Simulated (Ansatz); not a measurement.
**H9N3Si2: molecular dynamics**

Purpose: to follow the molecule's vibrations and see whether its bonds hold. The start is relaxed first. Runs: 40 steps of 2 fs under a Langevin thermostat at 2000 K. SMILES of the start: N[Si](N)(N)[SiH3].

All numbers below are computed with Ansatz 0.2.0 (RKS PBE/STO-3G).

1 further run of the same task is left out (it didn't finish).

**1. The structure to begin with**

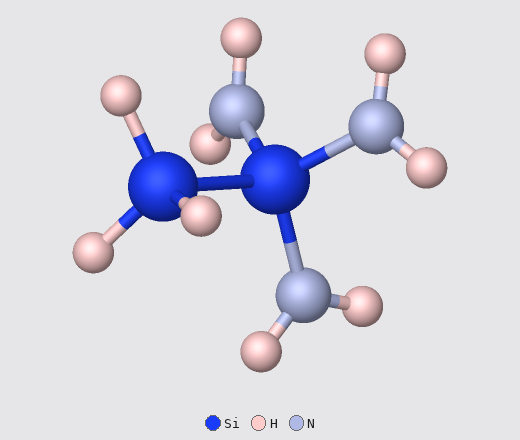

Start, viewed from a free direction; silicon blue, hydrogen pink, nitrogen light blue.

Coordinates:

```xyz
14

Si    0.0000    0.0000    0.0000
Si    0.0000    0.0000    2.2200
H    -1.3148   -0.4067    2.7074
H     1.0096   -0.9353    2.7074
H     0.3052    1.3420    2.7074
N     1.7163    0.0000   -0.6061
H     2.2145   -0.9180   -0.7868
H     2.2175    0.9180   -0.7783
N    -0.8572    1.4851   -0.6061
H    -1.8773    1.4300   -0.8888
H    -0.3367    2.4058   -0.6766
N    -0.8572   -1.4851   -0.6061
H    -1.3922   -2.1014    0.0704
H    -0.8219   -1.7344   -1.6357
```

**2. Relaxing the start**

The input, input.yaml:

```yaml
crystal:
  periodic: [false, false, false]
  atoms:
    - { symbol: Si, position_ang: [0.0, 0.0, 0.0] }
    - { symbol: Si, position_ang: [0.0, 0.0, 2.22] }
    - { symbol: H, position_ang: [-1.3148, -0.4067, 2.7074] }
    - { symbol: H, position_ang: [1.0096, -0.9353, 2.7074] }
    - { symbol: H, position_ang: [0.3052, 1.342, 2.7074] }
    - { symbol: "N", position_ang: [1.7163, 0.0, -0.6061] }
    - { symbol: H, position_ang: [2.2145, -0.918, -0.7868] }
    - { symbol: H, position_ang: [2.2175, 0.918, -0.7783] }
    - { symbol: "N", position_ang: [-0.8572, 1.4851, -0.6061] }
    - { symbol: H, position_ang: [-1.8773, 1.43, -0.8888] }
    - { symbol: H, position_ang: [-0.3367, 2.4058, -0.6766] }
    - { symbol: "N", position_ang: [-0.8572, -1.4851, -0.6061] }
    - { symbol: H, position_ang: [-1.3922, -2.1014, 0.0704] }
    - { symbol: H, position_ang: [-0.8219, -1.7344, -1.6357] }
basis:
  gaussian: { orbitals: STO-3G }
hamiltonian:
  xc: pbe
relax:
  f_tol: 0.02
  max_steps: 40
```

Command:

```bash
$ ansatz run input.yaml --threads 1 --pin off --max-ram 2048MiB --backend cpu --events-out ev --progress --plain --runs-dir out
```

Standard output, cut to the lines that bear on the results:

```text
Warning: RAYON_NUM_THREADS=1 ignored (pool sized by the plan → 1); use --threads N
[...]
Functional definition: PBE
[...]
574 factors; integrals over basis functions are off by at most 1.1e-5 eV
[...]
mean field -20115.01085482 eV, -739.2130144707 hartree, gradient 3.7e-5 eV, S^2 0.000000; 0 other end points of the search recorded, 0 dependent functions left out
[...]
reference -20115.01088589 eV, -739.2130156125 hartree; 29, 29 occupied and 13, 13 virtual orbitals, 574 factors
relax step   1: F+E_penalty+E_count = -20115.01085482 eV  Δ(F+E_penalty+E_count) = +0.000e0 eV  max|allowed force component| = 2.786e0 eV/Å  Δτ_max = 0.0000 Å  (22 SCF iters, accepted)
[...]
relax step   4: F+E_penalty+E_count = -20115.73257644 eV  Δ(F+E_penalty+E_count) = -7.607e-2 eV  max|allowed force component| = 5.218e-1 eV/Å  Δτ_max = 0.2000 Å  (30 SCF iters, accepted)
[...]
relax step   7: F+E_penalty+E_count = -20115.93659174 eV  Δ(F+E_penalty+E_count) = -6.882e-2 eV  max|allowed force component| = 5.244e-1 eV/Å  Δτ_max = 0.1481 Å  (30 SCF iters, accepted)
[...]
relax step  10: F+E_penalty+E_count = -20116.02098249 eV  Δ(F+E_penalty+E_count) = -1.933e-2 eV  max|allowed force component| = 2.613e-1 eV/Å  Δτ_max = 0.2000 Å  (24 SCF iters, accepted)
[...]
relax step  13: F+E_penalty+E_count = -20116.05880205 eV  Δ(F+E_penalty+E_count) = -1.032e-2 eV  max|allowed force component| = 9.486e-2 eV/Å  Δτ_max = 0.0960 Å  (24 SCF iters, accepted)
[...]
relax step  14: F+E_penalty+E_count = -20116.06566050 eV  Δ(F+E_penalty+E_count) = -6.858e-3 eV  max|allowed force component| = 3.301e-1 eV/Å  Δτ_max = 0.0976 Å  (24 SCF iters, accepted)
[...]
relax step  15: F+E_penalty+E_count = -20116.07249636 eV  Δ(F+E_penalty+E_count) = -6.836e-3 eV  max|allowed force component| = 4.814e-1 eV/Å  Δτ_max = 0.1093 Å  (24 SCF iters, accepted)
[...]
576 factors; integrals over basis functions are off by at most 2.5e-5 eV
```

**3. More of the same log: start relaxed**

Output, continued, cut to the lines that bear on the results:

```text
mean field -20116.10124387 eV, -739.2530855292 hartree, gradient 2.2e-5 eV, S^2 0.000000; 0 other end points of the search recorded, 0 dependent functions left out
[...]
reference -20116.10127182 eV, -739.2530865562 hartree; 29, 29 occupied and 13, 13 virtual orbitals, 576 factors
relax step  16: F+E_penalty+E_count = -20116.10124387 eV  Δ(F+E_penalty+E_count) = -2.875e-2 eV  max|allowed force component| = 2.454e-1 eV/Å  Δτ_max = 0.2000 Å  (25 SCF iters, accepted)
[...]
relax step  19: F+E_penalty+E_count = -20116.14955311 eV  Δ(F+E_penalty+E_count) = -1.152e-2 eV  max|allowed force component| = 1.029e-1 eV/Å  Δτ_max = 0.1681 Å  (24 SCF iters, accepted)
[...]
relax step  22: F+E_penalty+E_count = -20116.15128252 eV  Δ(F+E_penalty+E_count) = +1.405e-3 eV  max|allowed force component| = 1.585e-1 eV/Å  Δτ_max = 0.0937 Å  (24 SCF iters, rejected (line search))
[...]
Atom 4 at     0.081872     1.321048     2.776393 Å, force    -0.001411     0.001000     0.000892 eV/Å
Atom 5 at     1.560285     0.147882    -0.901131 Å, force    -0.000282     0.002202    -0.001419 eV/Å
Atom 6 at     2.103877    -0.756352    -0.757123 Å, force     0.000387     0.000198     0.001124 eV/Å
Atom 7 at     2.164997     0.852535    -0.380113 Å, force     0.001918    -0.001900     0.000042 eV/Å
Atom 8 at    -1.115751     1.263179    -0.600607 Å, force    -0.003372     0.003104    -0.001276 eV/Å
Atom 9 at    -0.929297     2.142683    -0.032331 Å, force     0.001191    -0.002306    -0.005649 eV/Å
Atom 10 at    -0.782145     1.548721    -1.569959 Å, force    -0.000476     0.003372     0.004069 eV/Å
Atom 11 at    -0.531714    -1.661961    -0.592169 Å, force    -0.005259     0.003942    -0.003680 eV/Å
Atom 12 at    -1.540582    -1.796316    -0.281909 Å, force     0.004223     0.000628     0.000973 eV/Å
Atom 13 at    -0.638073    -1.597270    -1.649593 Å, force     0.001570    -0.000423     0.003251 eV/Å
Dipole moment:     0.161842     0.236050     0.127559 e Å
```

It took 81 s on 1 thread of Arm Neoverse V1, shared host; peak memory 0.11 GiB.

Relaxation path:

| step | energy from step 1 (eV) | largest force component (eV/Å) |
| --- | --- | --- |
| 1 | 0.0000 | 2.7858 |
| 2 | -0.5169 | 1.6098 |
| 3 | -0.6457 | 0.5885 |
| 4 | -0.7217 | 0.5218 |
| 5 | -0.7463 | 2.3003 |
| 6 | -0.8569 | 0.8677 |
| 7 | -0.9257 | 0.5244 |
| 8 | -0.9765 | 0.4214 |
| 9 | -0.9908 | 0.4241 |
| 10 | -1.0101 | 0.2613 |
| 11 | -1.0376 | 0.1799 |
| 12x | -0.9415 | 1.8269 |
| 13 | -1.0479 | 0.0949 |
| 14 | -1.0548 | 0.3301 |
| 15 | -1.0616 | 0.4814 |
| 16 | -1.0904 | 0.2454 |
| 17 | -1.1100 | 0.1678 |
| 18 | -1.1272 | 0.1093 |
| 19 | -1.1387 | 0.1029 |
| 20x | -1.1274 | 0.4079 |
| 21 | -1.1418 | 0.0872 |
| 22x | -1.1404 | 0.1585 |
| 23 | -1.1423 | 0.1943 |
| 24 | -1.1438 | 0.0124 |
| 25 | -1.1439 | 0.0398 |
| 26x | -1.1430 | 0.0864 |
| 27 | -1.1440 | 0.0089 |

Step 1 is the start. 4 steps were tried and not accepted (12, 20, 22, 26; marked x where the table lists them).

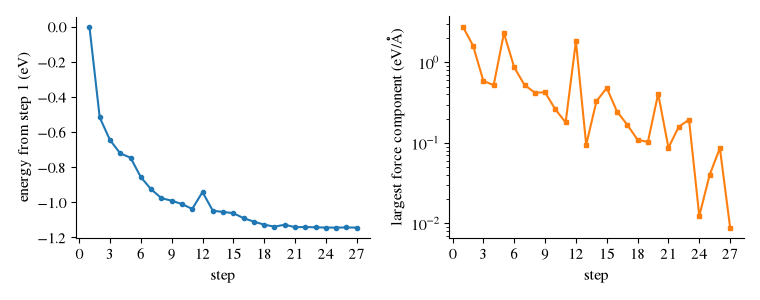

How energy and force went from step to step.

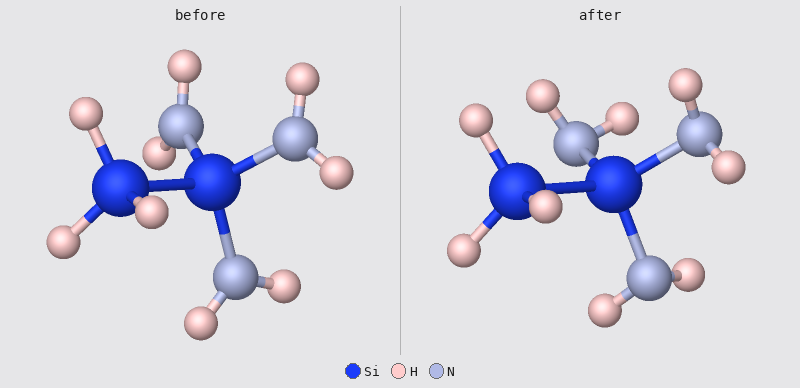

The structure before (left) and after (right), drawn at the same scale.

After: Bond lengths: Si1–Si2 2.280 Å, Si2–H3 1.456 Å, Si2–H4 1.455 Å, Si2–H5 1.456 Å, Si1–N6 1.807 Å, N6–H7 1.065 Å, N6–H8 1.065 Å, Si1–N9 1.804 Å, N9–H10 1.064 Å, N9–H11 1.064 Å, Si1–N12 1.799 Å, N12–H13 1.064 Å, N12–H14 1.065 Å. Angles (14 of 21 angles, heavy atoms first): Si2–Si1–N6 120.5°, Si2–Si1–N9 107.7°, Si2–Si1–N12 108.2°, N6–Si1–N9 107.6°, N6–Si1–N12 101.0°, N9–Si1–N12 111.8°, Si1–Si2–H3 111.7°, Si1–Si2–H4 111.3°, Si1–Si2–H5 110.9°, Si1–N6–H7 106.8°, Si1–N6–H8 108.8°, Si1–N9–H10 108.5°, Si1–N9–H11 107.0°, Si1–N12–H13 107.3°.

**4. The run**

40 steps of 2 fs under a Langevin thermostat at 2000 K, from the relaxed start.

The input, input.yaml:

```yaml
crystal:
  periodic: [false, false, false]
  atoms:
    - { symbol: Si, position_ang: [-0.007991, -0.038185, -0.022116] }
    - { symbol: Si, position_ang: [-0.063607, -0.031706, 2.257056] }
    - { symbol: H, position_ang: [-1.31727, -0.568209, 2.767264] }
    - { symbol: H, position_ang: [1.021199, -0.826047, 2.814437] }
    - { symbol: H, position_ang: [0.081872, 1.321048, 2.776393] }
    - { symbol: "N", position_ang: [1.560285, 0.147882, -0.901131] }
    - { symbol: H, position_ang: [2.103877, -0.756352, -0.757123] }
    - { symbol: H, position_ang: [2.164997, 0.852535, -0.380113] }
    - { symbol: "N", position_ang: [-1.115751, 1.263179, -0.600607] }
    - { symbol: H, position_ang: [-0.929297, 2.142683, -0.032331] }
    - { symbol: H, position_ang: [-0.782145, 1.548721, -1.569959] }
    - { symbol: "N", position_ang: [-0.531714, -1.661961, -0.592169] }
    - { symbol: H, position_ang: [-1.540582, -1.796316, -0.281909] }
    - { symbol: H, position_ang: [-0.638073, -1.59727, -1.649593] }
basis:
  gaussian: { orbitals: STO-3G }
hamiltonian:
  xc: pbe
md:
  timestep: 2.0
  n_steps: 40
  ensemble: nvt_langevin
  temperature: 2000.0
  initial_velocities: maxwell_boltzmann
  seed: 110220
  friction: 0.02
```

Command:

```bash
$ ansatz run input.yaml --threads 1 --pin off --max-ram 2048MiB --backend cpu --events-out ev --progress --plain --runs-dir out
```

Standard output, cut to the lines that bear on the results:

```text
Warning: RAYON_NUM_THREADS=1 ignored (pool sized by the plan → 1); use --threads N
[...]
[... 1 set-up line as earlier in the session ...]
[...]
579 factors; integrals over basis functions are off by at most 1.2e-5 eV
[...]
mean field -20116.15484684 eV, -739.2550554019 hartree, gradient 5.7e-5 eV, S^2 0.000000; 0 other end points of the search recorded, 0 dependent functions left out
[...]
reference -20116.15487455 eV, -739.2550564202 hartree; 29, 29 occupied and 13, 13 virtual orbitals, 579 factors
md step     0: t =     0.00 fs  T =  1857.1 K  F+E_penalty+E_count = -20116.15484684 eV  E_kin = 3.360760 eV  (23 SCF iters)
[...]
md step    10: t =    20.00 fs  T =  2618.1 K  F+E_penalty+E_count = -20109.54604501 eV  E_kin = 4.737778 eV  (31 SCF iters)
[...]
md step    20: t =    40.00 fs  T =  5955.1 K  F+E_penalty+E_count = -20107.35315321 eV  E_kin = 10.776623 eV  (32 SCF iters)
[...]
Atom 4 at     1.336959    -0.203016     2.523605 Å, force    -0.018995     1.346050     0.957051 eV/Å
Atom 5 at     1.102987     0.684687    -0.758181 Å, force    -6.052438     2.429507     3.279623 eV/Å
Atom 6 at     0.855247     1.788054    -0.756989 Å, force     0.822277    -3.259929    -0.274859 eV/Å
Atom 7 at     1.901494     0.470704    -1.263537 Å, force     3.533164    -1.150363    -2.328915 eV/Å
Atom 8 at    -1.726703     0.627241    -0.365656 Å, force    -0.940556     2.294831    -1.155461 eV/Å
Atom 9 at     8.988059    16.371541    10.839895 Å, force    -0.000068    -0.000109    -0.000094 eV/Å
Atom 10 at    -1.393245     1.543454    -0.993433 Å, force    -0.349461    -1.836779     1.223123 eV/Å
Atom 11 at    -1.027377    -1.943934    -0.683532 Å, force     2.220186    -0.396474     0.283006 eV/Å
Atom 12 at    -1.936940    -1.853109    -0.219474 Å, force    -1.723304    -0.750411     4.211982 eV/Å
Atom 13 at    -1.630208    -1.603116    -1.424106 Å, force     0.083973     1.264578    -5.014772 eV/Å
Dipole moment:    -0.452111    -0.735099    -0.745346 e Å
```

Run time: 2.2 min. Hardware: 1 thread of Arm Neoverse V1, shared host; peak memory 0.098 GiB.

**5. What the atoms did**

The trajectory, every 3 steps (energies from step 0):

| time (fs) | T (K) | potential energy change (meV/atom) |
| --- | --- | --- |
| 0.0 | 1857 | 0.0 |
| 6.0 | 1359 | 76.5 |
| 12.0 | 1181 | 314.8 |
| 18.0 | 2545 | 88.5 |
| 24.0 | 9079 | 600.0 |
| 30.0 | 7310 | 607.6 |
| 36.0 | 5828 | 622.8 |
| 42.0 | 6202 | 649.0 |
| 48.0 | 5410 | 638.6 |
| 54.0 | 4038 | 656.0 |
| 60.0 | 2993 | 674.3 |
| 66.0 | 3251 | 703.6 |
| 72.0 | 2602 | 695.7 |
| 78.0 | 2728 | 644.5 |
| 80.0 | 2402 | 720.9 |

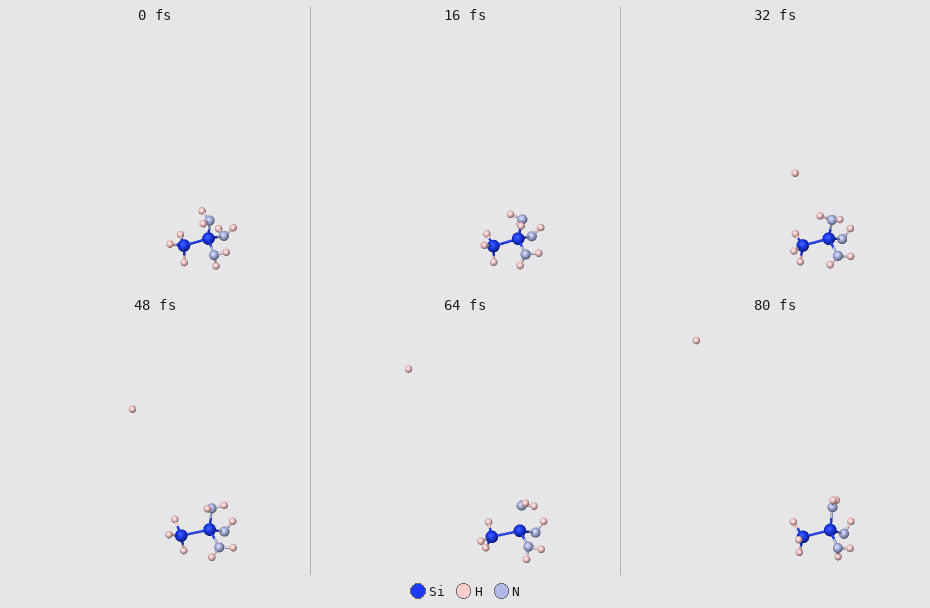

The system at six times, viewed from a chosen angle. Sticks join atoms within a bonding distance in each frame.

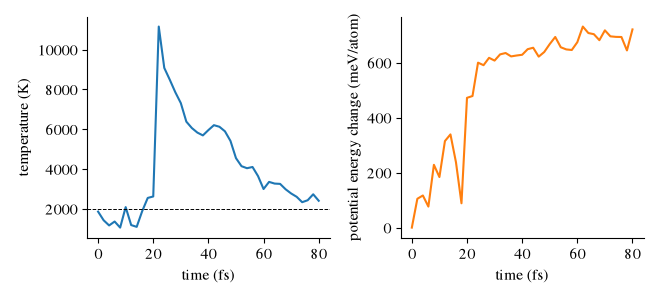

Time series of the run, each on its own scale. The dashed line is the set temperature.

Bonds that form or break, judged by distance (formed within 1.15 times the sum of covalent radii and held on average over 12 fs, broken when stretched by half; pairs already stretched at the start don't count as bonds):

| time (fs) | bond | event |
| --- | --- | --- |
| 14.0 | N9–H10 | breaks |

**6. Positions and forces**

Extended XYZ, with forces in eV/Å:

```xyz
14
time_fs=12.0 T=1181 dE=4.4078
Si    0.000   -0.030   -0.022    0.811   -0.387    2.013
Si    0.005   -0.143    2.240   -1.035    1.541   -1.016
H    -1.187   -0.645    2.858   -0.503   -0.212    0.052
H     0.970   -1.122    2.311    1.912   -1.325    1.192
H     0.256    1.192    2.787    0.417   -0.412    0.177
N     1.462    0.290   -1.043    3.640   -0.013    3.050
H     1.680   -0.748   -1.044    0.430   -1.309   -1.438
H     2.324    0.413   -0.222   -2.411    0.645   -2.201
N    -1.090    1.264   -0.436    0.672    6.200    0.239
H    -0.319    2.292    0.561   -2.568   -3.063   -3.818
H    -0.767    1.665   -1.509   -0.383   -0.862    2.963
N    -0.560   -1.591   -0.669    2.438    1.335   -1.251
H    -1.278   -1.889    0.018   -1.937   -0.265   -0.547
H    -0.894   -1.114   -1.586   -1.482   -1.872    0.584
14
time_fs=22.0 T=11158 dE=6.7022
Si    0.007   -0.070    0.045    1.478    2.284   -2.470
Si    0.082   -0.194    2.224    1.542    0.734    3.416
H    -1.313   -0.649    2.783    2.029    0.832   -0.484
H     1.032   -1.292    2.279   -0.256   -0.545    0.603
H     1.044    0.930    3.075   -2.639   -2.041   -1.848
N     1.521    0.349   -1.062    0.111    1.423    3.490
H     1.689   -0.425   -1.747    0.296   -1.175   -0.060
H     2.437    0.377   -0.381   -1.953   -0.489   -1.800
N    -1.155    1.341   -0.308    2.368    2.961    0.871
H    -0.015    2.767    0.633   -2.219   -2.875   -1.855
H    -0.715    1.683   -1.278   -0.388   -0.202    0.571
N    -0.569   -1.561   -0.720   -1.294   -0.348   -2.353
H    -1.288   -2.033   -0.179   -0.409   -1.984    3.643
H    -1.425   -1.350   -1.344    1.335    1.426   -1.723
14
time_fs=34.0 T=6057 dE=8.8910
Si   -0.001   -0.043   -0.033   -2.178   -1.995   -0.108
Si    0.205   -0.310    2.230   -2.208    1.751    2.311
H    -1.104   -0.609    3.036    1.281    0.543   -1.708
H     0.813   -1.598    2.509    1.100    0.295    0.201
H     0.549    1.101    2.926    0.281   -2.642   -1.129
N     1.418    0.378   -0.933   -0.432    1.133   -0.419
H     1.567   -0.028   -1.875   -0.416   -0.363   -0.747
H     2.197    0.039   -0.403    2.671   -0.628    1.229
N    -1.292    1.125   -0.361   -1.028    0.084    0.478
H     3.007    6.745    3.402    0.001   -0.001    0.000
H    -0.889    1.648   -1.207    0.246    0.430   -0.662
N    -0.766   -1.580   -0.796    2.441    0.991    1.585
H    -0.865   -2.490   -0.183   -1.034    1.724   -1.586
H    -1.454   -1.254   -1.527   -0.726   -1.321    0.555
14
time_fs=46.0 T=5892 dE=8.7072
Si   -0.094   -0.109   -0.055   -1.581   -1.903    1.392
Si    0.281   -0.451    2.275   -0.966   -0.694   -1.489
H    -1.210   -0.669    2.745    2.474    0.272   -0.039
H     1.343   -1.477    2.610   -1.355    0.307   -0.290
H     0.994    0.747    2.677   -0.564    0.366    0.374
N     1.348    0.563   -0.843    1.709   -1.658   -1.104
H     1.197    0.674   -1.919   -0.045   -0.174    0.925
H     2.061   -0.286   -0.820   -0.520    1.425   -0.160
N    -1.477    0.967   -0.463   -0.509   -0.233    0.979
H     5.123   10.137    5.938    0.000    0.000    0.000
H    -0.974    1.362   -1.319   -0.022    0.919   -1.263
N    -0.930   -1.605   -0.796   -0.095   -1.962   -0.416
H    -1.117   -2.616   -0.384    0.677    2.236    0.062
H    -1.438   -1.692   -1.749    0.798    1.098    1.028
14
time_fs=58.0 T=3642 dE=9.0454
Si   -0.220   -0.253   -0.024    0.822    1.135   -1.814
Si    0.238   -0.633    2.229   -1.433   -1.054    1.348
H    -0.995   -0.690    3.163    1.234   -0.044   -1.423
H     1.140   -1.739    2.766   -0.739    0.886   -1.059
H     0.837    0.605    2.576    0.624    0.785    0.324
N     1.356    0.700   -0.859   -0.856   -3.018    0.907
H     0.740    1.136   -1.635    0.574   -0.287   -0.659
H     1.927   -0.138   -1.386   -1.292    1.687    0.470
N    -1.601    0.852   -0.551   -0.733    0.083    0.491
H     6.876   12.836    8.086    0.000    0.000    0.000
H    -1.339    1.490   -1.434    0.683   -0.814    0.761
N    -0.986   -1.706   -0.790   -0.729   -1.648   -1.603
H    -1.476   -2.476   -0.208    0.704    1.130   -0.384
H    -1.361   -1.875   -1.841    1.141    1.160    2.641
14
time_fs=68.0 T=2979 dE=9.5454
Si   -0.249   -0.355   -0.077    0.391    2.887    1.134
Si    0.146   -0.793    2.190   -1.839    0.136    0.958
H    -0.881   -0.794    3.388    0.845   -0.349   -2.271
H     0.938   -2.023    2.382    0.229    0.654   -0.052
H     0.690    0.498    2.453    1.324    0.322    0.519
N     1.323    0.720   -0.793   -1.417   -0.476   -2.302
H     0.675    1.306   -1.533    1.053   -0.640    1.329
H     1.991    0.285   -1.633   -1.582   -0.240    1.946
N    -1.729    0.782   -0.479    1.127   -1.133    0.934
H     8.022   14.611    9.592    0.000    0.000    0.000
H    -1.210    1.398   -1.205    0.038    0.652   -0.592
N    -1.009   -1.759   -0.709    0.065   -1.206   -3.490
H    -1.730   -2.246   -0.122   -0.146    0.083   -0.385
H    -1.299   -1.643   -1.770   -0.088   -0.690    2.271
14
time_fs=80.0 T=2402 dE=10.0926
Si   -0.296   -0.339   -0.041    2.019    1.714   -0.211
Si    0.127   -0.854    2.141   -0.836   -1.509   -0.187
H    -1.125   -1.066    3.067    2.028    0.480   -1.071
H     0.877   -2.083    1.893   -0.785   -0.627    0.288
H     1.337   -0.203    2.524   -0.019    1.346    0.957
N     1.103    0.685   -0.758   -6.052    2.429    3.280
H     0.855    1.788   -0.757    0.822   -3.260   -0.275
H     1.901    0.471   -1.264    3.533   -1.150   -2.329
N    -1.727    0.627   -0.366   -0.941    2.295   -1.155
H     8.988   16.372   10.840    0.000    0.000    0.000
H    -1.393    1.544   -0.993   -0.349   -1.837    1.223
N    -1.027   -1.944   -0.683    2.220   -0.397    0.283
H    -1.937   -1.853   -0.220   -1.723   -0.750    4.212
H    -1.630   -1.603   -1.424    0.084    1.265   -5.015
```

**7. What came out**

```
                        quantity                             value
         relaxation of the start          22 moves, 1.144 eV lower
                          length                  40 steps of 2 fs
temperature, first and last step                   1857 and 2402 K
        temperature, second half  mean 3864 K, from 2331 to 6202 K
   potential energy, second half      +675 meV/atom from the start
          bonds formed or broken                                 1
```

In words: The run blows up, reaching 11158 K, so it describes no real motion. Averages from a run of 80 fs with 14 atoms are rough. The nuclei move classically, without zero-point motion, which matters most for hydrogen. The basis is very small, so the numbers are rough.
